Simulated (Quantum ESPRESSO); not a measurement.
**Magnetic state of Fe2B from several starts**

Wanted: the moments of Fe2B and the energy of each order that was tried.

Calculated with Quantum ESPRESSO 7.5; PBEsol; plane waves with GBRV 1.5 PBEsol potentials, no spin-orbit coupling.

**What experiment says.**

“Structural transformation and magnetic properties of (Fe0.7Co0.3)2B alloys doped with 5d elements: A combined first-principles and experimental study” (2021, arxiv:2104.13724) quotes from earlier work for Fe2B, tetragonal CuAl2-type (quoted from earlier experiment): moment (total moment per 3d atom) about 1.9 μB [rounded literature value quoted in introduction; per 3d atom, temperature not stated].

The database entry behind the starting cell differs from later determinations by our own check (0.1 to 0.3 % short, probably kX units), so it need not match the best structure at ambient conditions.

### Step 1. The structure

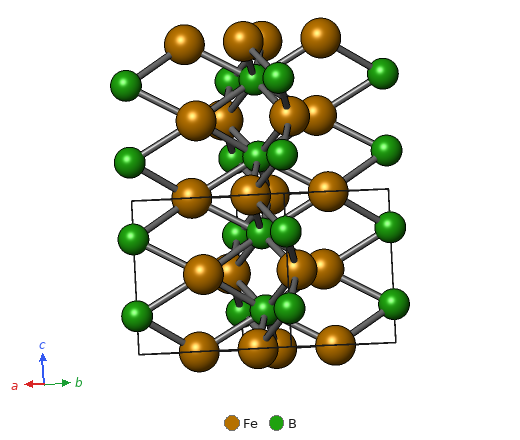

Start, viewed slightly off an axis; iron orange, boron green. 1×1×2 cells are drawn. This picture shows the conventional cell, with its axes. Some periodic images of atoms are drawn too.

The cell comes from the Crystallography Open Database.

### Step 2. Run 1, typed as ferro ++++

The signs are those of the starting moments on the seeded atoms, the atoms that are given a moment.

Contents of pw.in:

```
&CONTROL
  calculation = 'scf'
  prefix = 'pwscf'
  outdir = './tmp'
  pseudo_dir = './pseudo'
  disk_io = 'nowf'
/
&SYSTEM
  ibrav = 0
  nat = 6
  ntyp = 2
  ecutwfc = 40
  ecutrho = 280
  nbnd = 52
  occupations = 'smearing'
  smearing = 'fd'
  degauss = 0.00734986
  nspin = 2
  starting_magnetization(1) = 0.175
  starting_magnetization(2) = 0
/
&ELECTRONS
  conv_thr = 1.2d-08
  electron_maxstep = 150
  mixing_beta = 0.3
/
ATOMIC_SPECIES
Fe     55.8450 fe_pbesol_v1.5.uspp.F.UPF
B      10.8100 b_pbesol_v1.4.uspp.F.UPF
CELL_PARAMETERS angstrom
  -2.5495000000    2.5495000000    2.1200000000
   2.5495000000   -2.5495000000    2.1200000000
   2.5495000000    2.5495000000   -2.1200000000
ATOMIC_POSITIONS crystal
Fe      0.1670000000    0.6670000000    0.8340000000
Fe      0.3330000000    0.1670000000    0.5000000000
Fe      0.8330000000    0.3330000000    0.1660000000
Fe      0.6670000000    0.8330000000    0.5000000000
B       0.7500000000    0.7500000000    0.0000000000
B       0.2500000000    0.2500000000    0.0000000000
K_POINTS automatic
8 8 8 0 0 0
```

Launch:

```bash
$ OMP_NUM_THREADS=1 mpirun -n 4 pw.x -nk 4 -in pw.in > pw.out
```

Output:

```text
Program PWSCF v.7.5 starts

     Message from routine setup:
     using ibrav=0 with symmetry is DISCOURAGED, use correct ibrav instead

     K-points division:     npool     =       4
     Subspace diagonalization in iterative solution of the eigenvalue problem:

     G-vector sticks info
     --------------------
     sticks:   dense  smooth     PW     G-vecs:    dense   smooth      PW
     Sum        1221     687    249                29397    12681    2693

     Using Slab Decomposition

     bravais-lattice index     =            0
     lattice parameter (alat)  =       7.9040  a.u.
     unit-cell volume          =     371.9654 (a.u.)^3
     number of atoms/cell      =            6
     number of atomic types    =            2
     number of electrons       =        70.00
     number of Kohn-Sham states=           52
     kinetic-energy cutoff     =      40.0000  Ry
     charge density cutoff     =     280.0000  Ry
     scf convergence threshold =      1.2E-08
     mixing beta               =       0.3000
     number of iterations used =            8  plain     mixing
     Exchange-correlation= SLA  PW   PSX  PSC
                           (   1   4  10   8   0   0   0)

     celldm(1)=   7.904004  celldm(2)=   0.000000  celldm(3)=   0.000000
     celldm(4)=   0.000000  celldm(5)=   0.000000  celldm(6)=   0.000000

     crystal axes: (cart. coord. in units of alat)
               a(1) = (  -0.609546   0.609546   0.506859 )
               a(2) = (   0.609546  -0.609546   0.506859 )
               a(3) = (   0.609546   0.609546  -0.506859 )

     reciprocal axes: (cart. coord. in units 2 pi/alat)
               b(1) = ( -0.000000  0.820282  0.986467 )
               b(2) = (  0.820282 -0.000000  0.986467 )
               b(3) = (  0.820282  0.820282  0.000000 )

     PseudoPot. # 1 for Fe read from file:
     fe_pbesol_v1.5.uspp.F.UPF
     Pseudo is Ultrasoft + core correction, Zval = 16.0
     Generated by new atomic code, or converted to UPF format
     Using radial grid of  861 points,  6 beta functions with:
                l(1) =   0
                l(2) =   0
                l(3) =   1
                l(4) =   1
                l(5) =   2
                l(6) =   2
     Q(r) pseudized with  8 coefficients,  rinner =    1.000   1.000   1.000
                                                       1.000   1.000

     PseudoPot. # 2 for B  read from file:
     b_pbesol_v1.4.uspp.F.UPF
     Pseudo is Ultrasoft + core correction, Zval =  3.0
     Generated by new atomic code, or converted to UPF format
     Using radial grid of  781 points,  4 beta functions with:
                l(1) =   0
                l(2) =   0
                l(3) =   1
                l(4) =   1
     Q(r) pseudized with  8 coefficients,  rinner =    1.100   1.100   1.100

     atomic species   valence    mass     pseudopotential
     Fe               16.00    55.84500     Fe( 1.00)
     B                 3.00    10.81000     B ( 1.00)

     Starting magnetic structure
     atomic species   magnetization
     Fe              0.175
     B               0.000

     16 Sym. Ops., with inversion, found ( 8 have fractional translation)

   Cartesian axes

     site n.     atom                  positions (alat units)
         1        Fe     tau(   1) = (   0.8131348   0.2035885   0.0000000  )
         2        Fe     tau(   2) = (   0.2035885   0.4059579   0.0000000  )
         3        Fe     tau(   3) = (  -0.2035885   0.4059579   0.5068595  )
         4        Fe     tau(   4) = (   0.4059579   0.2035885   0.5068595  )
         5        B      tau(   5) = (  -0.0000000   0.0000000   0.7602892  )
         6        B      tau(   6) = (   0.0000000   0.0000000   0.2534297  )

     number of k points=    59  Fermi-Dirac smearing, width (Ry)=  0.0073
                       cart. coord. in units 2pi/alat
        k(    1) = (   0.0000000   0.0000000   0.0000000), wk =   0.0019531
        k(    2) = (   0.1025353   0.1025353   0.0000000), wk =   0.0078125
        k(    3) = (   0.2050705   0.2050705   0.0000000), wk =   0.0078125
        k(    4) = (   0.3076058   0.3076058   0.0000000), wk =   0.0078125
        k(    5) = (  -0.4101411  -0.4101411   0.0000000), wk =   0.0039062
        [... 54 further k-points ...]

     Dense  grid:    29397 G-vectors     FFT dimensions: (  48,  48,  45)

     Smooth grid:    12681 G-vectors     FFT dimensions: (  32,  32,  32)

     Check: negative core charge=   -0.000056
     Generating pointlists ...
     new r_m :   0.2145 (alat units)  1.6956 (a.u.) for type    1
     new r_m :   0.2091 (alat units)  1.6526 (a.u.) for type    2

     Initial potential from superposition of free atoms

     starting charge      65.9994, renormalised to      70.0000
     Starting wfcs are   60 randomized atomic wfcs

     Self-consistent Calculation

     iteration #  1     ecut=    40.00 Ry     beta= 0.30
     Davidson diagonalization with overlap
     ethr =  1.00E-02,  avg # of iterations =  2.4

     total energy              =   -1010.78491030 Ry
     estimated scf accuracy    <      11.40413476 Ry

     total magnetization       =     6.56 Bohr mag/cell
     absolute magnetization    =     6.95 Bohr mag/cell

     iteration #  2     ecut=    40.00 Ry     beta= 0.30
     Davidson diagonalization with overlap
     ethr =  1.00E-02,  avg # of iterations =  2.0

     total energy              =   -1013.29881255 Ry
     estimated scf accuracy    <       2.33382143 Ry

     total magnetization       =     7.44 Bohr mag/cell
     absolute magnetization    =     8.13 Bohr mag/cell

     iteration #  3     ecut=    40.00 Ry     beta= 0.30
     Davidson diagonalization with overlap
     ethr =  3.33E-03,  avg # of iterations =  1.1

     total energy              =   -1013.64672113 Ry
     estimated scf accuracy    <       0.05706772 Ry

     total magnetization       =     7.99 Bohr mag/cell
     absolute magnetization    =     8.61 Bohr mag/cell

     [... further iterations left out ...]

     iteration # 10     ecut=    40.00 Ry     beta= 0.30
     Davidson diagonalization with overlap
     ethr =  9.14E-09,  avg # of iterations =  1.1

     total energy              =   -1013.66454280 Ry
     estimated scf accuracy    <       0.00000890 Ry

     total magnetization       =     7.64 Bohr mag/cell
     absolute magnetization    =     8.51 Bohr mag/cell

     iteration # 11     ecut=    40.00 Ry     beta= 0.30
     Davidson diagonalization with overlap
     ethr =  9.14E-09,  avg # of iterations =  1.6

     total energy              =   -1013.66454655 Ry
     estimated scf accuracy    <       0.00000009 Ry

     total magnetization       =     7.63 Bohr mag/cell
     absolute magnetization    =     8.49 Bohr mag/cell

     iteration # 12     ecut=    40.00 Ry     beta= 0.30
     Davidson diagonalization with overlap
     ethr =  1.29E-10,  avg # of iterations =  2.3

     total energy              =   -1013.66454668 Ry
     estimated scf accuracy    <       0.00000002 Ry

     total magnetization       =     7.62 Bohr mag/cell
     absolute magnetization    =     8.49 Bohr mag/cell

     iteration # 13     ecut=    40.00 Ry     beta= 0.30
     Davidson diagonalization with overlap
     ethr =  2.48E-11,  avg # of iterations =  2.2

     Magnetic moment per site  (integrated on atomic sphere of radius R)
     atom   1 (R=0.215)  charge= 13.7500  magn=  1.9546
     atom   2 (R=0.215)  charge= 13.7500  magn=  1.9546
     atom   3 (R=0.215)  charge= 13.7500  magn=  1.9546
     atom   4 (R=0.215)  charge= 13.7500  magn=  1.9546
     atom   5 (R=0.209)  charge=  2.0432  magn= -0.1220
     atom   6 (R=0.209)  charge=  2.0432  magn= -0.1220

     End of self-consistent calculation

     Number of k-points >= 100: set verbosity='high' to print the bands.

     the Fermi energy is    17.9471 ev

!    total energy              =   -1013.66454670 Ry
     estimated scf accuracy    <          1.2E-09 Ry
     smearing contrib. (-TS)   =      -0.01104862 Ry
     internal energy E=F+TS    =   -1013.65349808 Ry

     The total energy is F=E-TS. E is the sum of the following terms:
     one-electron contribution =    -484.54457459 Ry
     hartree contribution      =     284.38333090 Ry
     xc contribution           =    -121.64920257 Ry
     ewald contribution        =    -691.84305182 Ry

     total magnetization       =     7.62 Bohr mag/cell
     absolute magnetization    =     8.49 Bohr mag/cell

     convergence has been achieved in  13 iterations

=------------------------------------------------------------------------------=
   JOB DONE.
=------------------------------------------------------------------------------=
```

It took 41 s on 4 MPI ranks of Arm Neoverse V2, shared host; peak memory 0.5 GiB.

Spin moment in the atom's sphere by atom:

| atom | spin moment in the atom's sphere (μB) |
| --- | --- |
| Fe1 | 1.95 |
| Fe2 | 1.95 |
| Fe3 | 1.95 |
| Fe4 | 1.95 |
| B5 | -0.12 |
| B6 | -0.12 |

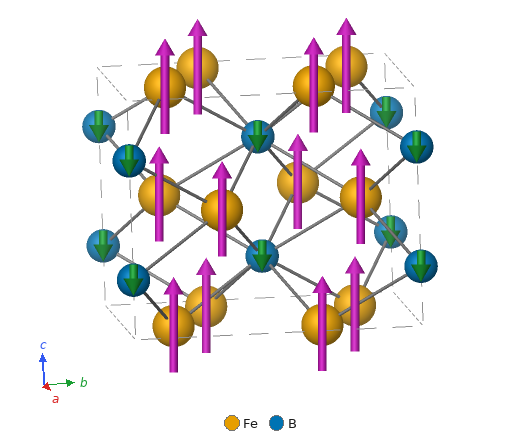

Spin moment in the atom's sphere as arrows, the longest 1.95 μB. Up and down stand for the sign. Arrows give size and sign along the axis of quantisation, drawn up and down the page. Each arrow also spans its atom, so small moments look longer than they are. The two directions have two colours. Some periodic images of atoms are drawn too.

This step gave:

```yaml
smearing_term_ts: 0.1503 eV
magnetization: 7.623 μB
absolute_magnetization: 8.486 μB
final_state: ferromagnetic
```

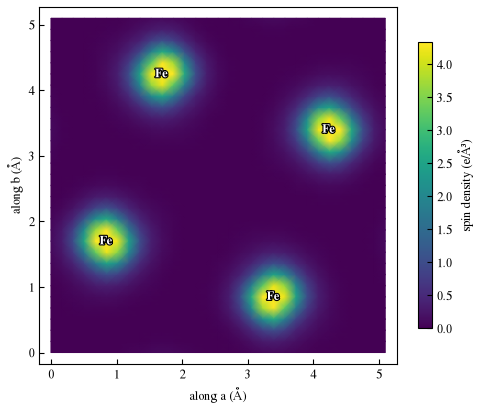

Spin density in the ab plane of the conventional cell at fractional z = 0.000, with atoms of Fe within 0.2 Å of it.

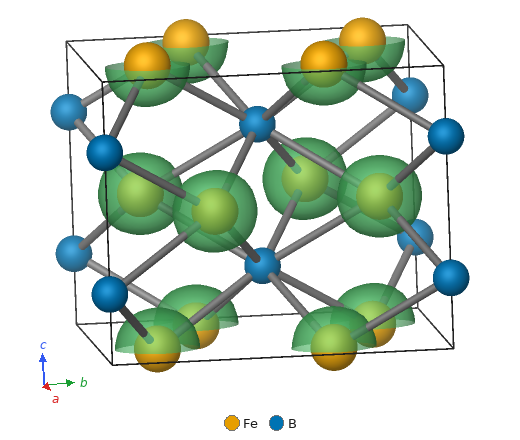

Surface of spin density = 0.48 e/Å³, which holds about 70 % of the integral of its size.

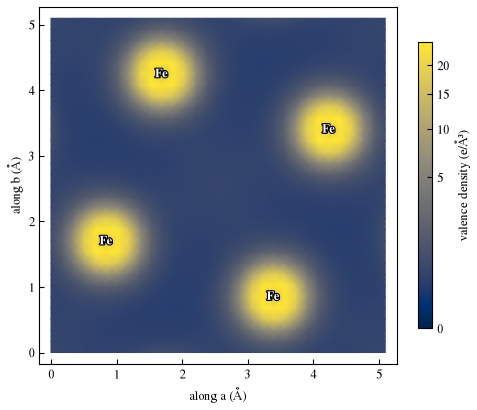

Valence density in the ab plane of the conventional cell at fractional z = 0.000, with atoms of Fe within 0.2 Å of it. It is the smooth field of the valence electrons, not physical close to the nuclei. The colour scale is stretched toward low values.

### Step 3. Run 2, typed as antiferro ++−−

Contents of pw.in:

```
&CONTROL
  calculation = 'scf'
  prefix = 'pwscf'
  outdir = './tmp'
  pseudo_dir = './pseudo'
  disk_io = 'nowf'
/
&SYSTEM
  ibrav = 0
  nat = 6
  ntyp = 3
  ecutwfc = 40
  ecutrho = 280
  nbnd = 46
  occupations = 'smearing'
  smearing = 'fd'
  degauss = 0.00734986
  nspin = 2
  starting_magnetization(1) = 0.175
  starting_magnetization(2) = -0.175
  starting_magnetization(3) = 0
/
&ELECTRONS
  conv_thr = 1.2d-08
  electron_maxstep = 150
  mixing_beta = 0.3
/
ATOMIC_SPECIES
Fe1    55.8450 fe_pbesol_v1.5.uspp.F.UPF
Fe2    55.8450 fe_pbesol_v1.5.uspp.F.UPF
B      10.8100 b_pbesol_v1.4.uspp.F.UPF
CELL_PARAMETERS angstrom
  -2.5495000000    2.5495000000    2.1200000000
   2.5495000000   -2.5495000000    2.1200000000
   2.5495000000    2.5495000000   -2.1200000000
ATOMIC_POSITIONS crystal
Fe1     0.1670000000    0.6670000000    0.8340000000
Fe1     0.3330000000    0.1670000000    0.5000000000
Fe2     0.8330000000    0.3330000000    0.1660000000
Fe2     0.6670000000    0.8330000000    0.5000000000
B       0.7500000000    0.7500000000    0.0000000000
B       0.2500000000    0.2500000000    0.0000000000
K_POINTS automatic
8 8 8 0 0 0
```

Output:

```text
[banner, memory and clock lines left out]
Program PWSCF v.7.5 starts

     Message from routine setup:
     using ibrav=0 with symmetry is DISCOURAGED, use correct ibrav instead

     bravais-lattice index     =            0
     lattice parameter (alat)  =       7.9040  a.u.
     unit-cell volume          =     371.9654 (a.u.)^3
     number of atoms/cell      =            6
     number of atomic types    =            3
     number of electrons       =        70.00
     number of Kohn-Sham states=           46
     kinetic-energy cutoff     =      40.0000  Ry
     charge density cutoff     =     280.0000  Ry
     scf convergence threshold =      1.2E-08
     mixing beta               =       0.3000
     number of iterations used =            8  plain     mixing
     Exchange-correlation= SLA  PW   PSX  PSC
                           (   1   4  10   8   0   0   0)

     celldm(1)=   7.904004  celldm(2)=   0.000000  celldm(3)=   0.000000
     celldm(4)=   0.000000  celldm(5)=   0.000000  celldm(6)=   0.000000

     crystal axes: (cart. coord. in units of alat)
               a(1) = (  -0.609546   0.609546   0.506859 )
               a(2) = (   0.609546  -0.609546   0.506859 )
               a(3) = (   0.609546   0.609546  -0.506859 )

     reciprocal axes: (cart. coord. in units 2 pi/alat)
               b(1) = ( -0.000000  0.820282  0.986467 )
               b(2) = (  0.820282 -0.000000  0.986467 )
               b(3) = (  0.820282  0.820282  0.000000 )

     PseudoPot. # 1 for Fe read from file:
     fe_pbesol_v1.5.uspp.F.UPF
     Pseudo is Ultrasoft + core correction, Zval = 16.0

     PseudoPot. # 2 for Fe read from file:
     fe_pbesol_v1.5.uspp.F.UPF
     Pseudo is Ultrasoft + core correction, Zval = 16.0

     PseudoPot. # 3 for B  read from file:
     b_pbesol_v1.4.uspp.F.UPF
     Pseudo is Ultrasoft + core correction, Zval =  3.0

     atomic species   valence    mass     pseudopotential
     Fe1              16.00    55.84500     Fe( 1.00)
     Fe2              16.00    55.84500     Fe( 1.00)
     B                 3.00    10.81000     B ( 1.00)

     Starting magnetic structure
     atomic species   magnetization
     Fe1             0.175
     Fe2            -0.175
     B               0.000

      4 Sym. Ops. (no inversion) found ( 2 have fractional translation)

   Cartesian axes

     site n.     atom                  positions (alat units)
         1        Fe1    tau(   1) = (   0.8131348   0.2035885   0.0000000  )
         2        Fe1    tau(   2) = (   0.2035885   0.4059579   0.0000000  )
         3        Fe2    tau(   3) = (  -0.2035885   0.4059579   0.5068595  )
         4        Fe2    tau(   4) = (   0.4059579   0.2035885   0.5068595  )
         5        B      tau(   5) = (  -0.0000000   0.0000000   0.7602892  )
         6        B      tau(   6) = (   0.0000000   0.0000000   0.2534297  )

     number of k points=    95  Fermi-Dirac smearing, width (Ry)=  0.0073
                       cart. coord. in units 2pi/alat
        k(    1) = (   0.0000000   0.0000000   0.0000000), wk =   0.0019531
        k(    2) = (   0.1025353   0.1025353   0.0000000), wk =   0.0078125
        k(    3) = (   0.2050705   0.2050705   0.0000000), wk =   0.0078125
        k(    4) = (   0.3076058   0.3076058   0.0000000), wk =   0.0078125
        k(    5) = (  -0.4101411  -0.4101411   0.0000000), wk =   0.0039062
        [... 90 further k-points ...]

     Dense  grid:    29397 G-vectors     FFT dimensions: (  48,  48,  45)

     Smooth grid:    12681 G-vectors     FFT dimensions: (  32,  32,  32)

     Check: negative core charge=   -0.000056
     Generating pointlists ...
     new r_m :   0.2145 (alat units)  1.6956 (a.u.) for type    1
     new r_m :   0.2145 (alat units)  1.6956 (a.u.) for type    2
     new r_m :   0.2091 (alat units)  1.6526 (a.u.) for type    3

     Initial potential from superposition of free atoms

     starting charge      65.9994, renormalised to      70.0000
     Starting wfcs are   60 randomized atomic wfcs

     Self-consistent Calculation

     iteration #  1     ecut=    40.00 Ry     beta= 0.30
     Davidson diagonalization with overlap
     ethr =  1.00E-02,  avg # of iterations =  2.0

     total energy              =   -1010.70919657 Ry
     estimated scf accuracy    <      11.52491253 Ry

     total magnetization       =    -0.00 Bohr mag/cell
     absolute magnetization    =     7.01 Bohr mag/cell

     iteration #  2     ecut=    40.00 Ry     beta= 0.30
     Davidson diagonalization with overlap
     ethr =  1.00E-02,  avg # of iterations =  2.7

     total energy              =   -1013.24828248 Ry
     estimated scf accuracy    <       2.19798879 Ry

     total magnetization       =    -0.00 Bohr mag/cell
     absolute magnetization    =     7.27 Bohr mag/cell

     [... further iterations left out ...]

     iteration # 24     ecut=    40.00 Ry     beta= 0.30
     Davidson diagonalization with overlap
     ethr =  4.91E-11,  avg # of iterations =  3.5

     total energy              =   -1013.60330526 Ry
     estimated scf accuracy    <       0.00000003 Ry

     total magnetization       =     0.00 Bohr mag/cell
     absolute magnetization    =     4.38 Bohr mag/cell

     iteration # 25     ecut=    40.00 Ry     beta= 0.30
     Davidson diagonalization with overlap
     ethr =  4.27E-11,  avg # of iterations =  1.0

     Magnetic moment per site  (integrated on atomic sphere of radius R)
     atom   1 (R=0.215)  charge= 13.7531  magn=  1.0091
     atom   2 (R=0.215)  charge= 13.7531  magn=  1.0091
     atom   3 (R=0.215)  charge= 13.7531  magn= -1.0089
     atom   4 (R=0.215)  charge= 13.7531  magn= -1.0089
     atom   5 (R=0.209)  charge=  2.0310  magn= -0.0000
     atom   6 (R=0.209)  charge=  2.0310  magn= -0.0000

     End of self-consistent calculation

     Number of k-points >= 100: set verbosity='high' to print the bands.

     the Fermi energy is    17.9107 ev

!    total energy              =   -1013.60330527 Ry
     estimated scf accuracy    <          2.4E-09 Ry
     smearing contrib. (-TS)   =      -0.02546717 Ry
     internal energy E=F+TS    =   -1013.57783809 Ry

     The total energy is F=E-TS. E is the sum of the following terms:
     one-electron contribution =    -484.43686208 Ry
     hartree contribution      =     284.03464242 Ry
     xc contribution           =    -121.33256661 Ry
     ewald contribution        =    -691.84305182 Ry

     total magnetization       =     0.00 Bohr mag/cell
     absolute magnetization    =     4.38 Bohr mag/cell

     convergence has been achieved in  25 iterations
```

The job ended after 1.7 min (4 MPI ranks; peak memory 0.58 GiB).

Spin moment in the atom's sphere by atom:

| atom | spin moment in the atom's sphere (μB) |
| --- | --- |
| Fe1 | 1.01 |
| Fe2 | 1.01 |
| Fe3 | -1.01 |
| Fe4 | -1.01 |
| B5 | 0.00 |
| B6 | 0.00 |

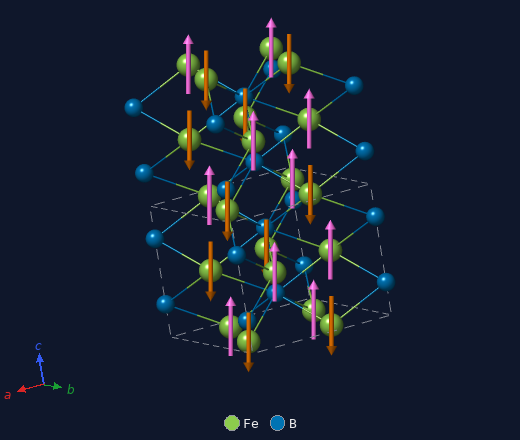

Spin moment in the atom's sphere as arrows, the longest 1.01 μB. Up and down stand for the sign. Arrows give size and sign along the axis of quantisation, drawn up and down the page. The two directions have two colours. 1×1×2 conventional cells are drawn. Some periodic images of atoms are drawn too.

Read from the output:

| Quantity | Value |
| --- | --- |
| smearing term TS | 0.3465 eV |
| magnetization | 0 μB |
| absolute magnetization | 4.381 μB |
| final state | antiferromagnetic |

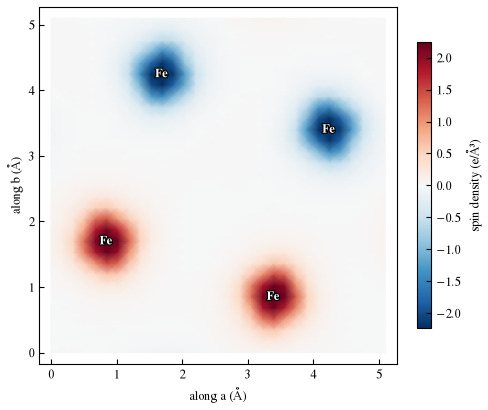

Spin density in the ab plane of the conventional cell at fractional z = 0.000, with atoms of Fe within 0.2 Å of it.

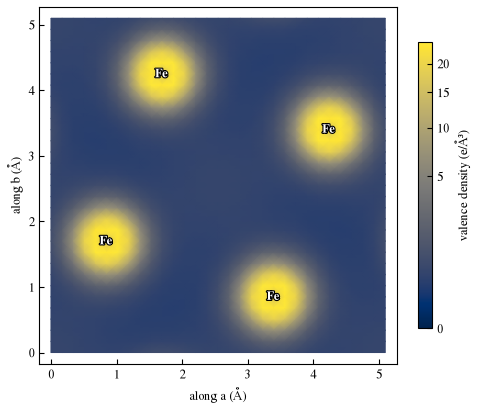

Valence density in the ab plane of the conventional cell at fractional z = 0.000, with atoms of Fe within 0.2 Å of it. It is the smooth field of the valence electrons, not physical close to the nuclei. The colour scale is stretched toward low values.

(Continued in part 2 of 2.)

[Logs and program files are shortened in this print: banners, set-up blocks, solver, clock and traceback lines can be left out without a mark of their own.]

[Logs are printed without paths, hosts, clocks, repeated set-up lines and the standing remarks that a program may print on its own settings, such as how far it seeks lower states.]

[Hosts, paths, dates, database ids (printed as entryN), source tags and the programs' standing remarks are cut or masked in the printed files.]

[Where a cell is said to come from a database of computed structures, the database is the Materials Project.]
